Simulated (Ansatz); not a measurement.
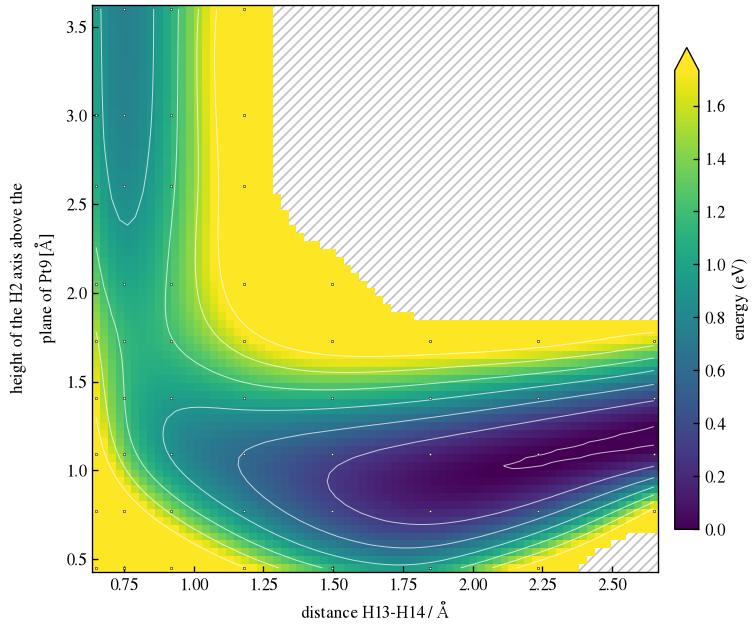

Energy landscape of H₂ on a Pt(111) slab cut from the Fm-3m phase, its upper half relaxed before the scan (12 atoms of substrate and one adsorbate in a 2 × 2 cell). H2 lies flat over one site of a rigid substrate while its bond length and height are varied; it sits over a bridge site, heights counted from the top plane, its axis along a direction equivalent to the long diagonal of the hexagonal surface cell. Coordinates scanned: (1) distance H13-H14; (2) height of the H2 axis above the plane of Pt9. The scan uses an 8 × 9 grid. At 16 points there is no value (left out: too close to the surface, or the stretched molecule far from it). Points are written as (first, second). Energies are in eV, from the lowest grid point. These are results of DFT PBE, scalar-relativistic, plane waves, PAW in Ansatz 0.2.0, not measurements. Settings: cutoff 420 eV, k-mesh 6×6×1, gaussian smearing 0.1 eV, no spin polarisation.

The picture shows a smooth colour map with a few white contour lines, dots at the grid points, one colour for all values above the top of the scale, hatched blanks where no value was computed. Between grid points the surface is interpolated. 

Q: What does the map say about the system?

A: The lowest grid point is at (2.235 Å, 1.09 Å). The highest grid point, (0.650 Å, 0.45 Å), lies 4.74 eV above the lowest. On the interpolated surface the lowest path from the intact molecule far from the surface, (0.750 Å, 3.60 Å), to the stretched end of the scan, about (2.65 Å, 1.20 Å), has its top at about (0.81 Å, 1.80 Å), about 0.36 eV above the start and 1.1 eV above the end.

The values on the grid:

```tsv
second ↓, first →	0.650	0.750	0.919	1.181	1.495	1.849	2.235	2.650
3.60	0.97	0.75	1.10	2.23	–	–	–	–
3.00	1.00	0.77	1.11	2.22	–	–	–	–
2.60	1.07	0.84	1.16	2.21	–	–	–	–
2.05	1.32	1.04	1.24	2.05	2.86	–	–	–
1.73	1.53	1.16	1.19	1.66	2.05	2.12	1.95	1.61
1.41	1.72	1.20	0.96	1.03	1.07	0.94	0.68	0.35
1.09	2.07	1.39	0.88	0.59	0.37	0.15	0.00	0.08
0.77	3.03	2.21	1.45	0.83	0.38	0.18	0.46	1.92
0.45	4.74	3.77	2.77	1.82	1.15	1.02	2.08	–
```

Each point was launched as `ansatz run input.yaml --threads 4 --pin off --max-ram 12288MiB --backend cpu --events-out ev --progress --plain --runs-dir out`. Time for the 56 points that were run: 28 min on 4 threads of Arm Neoverse V1 (shared host).
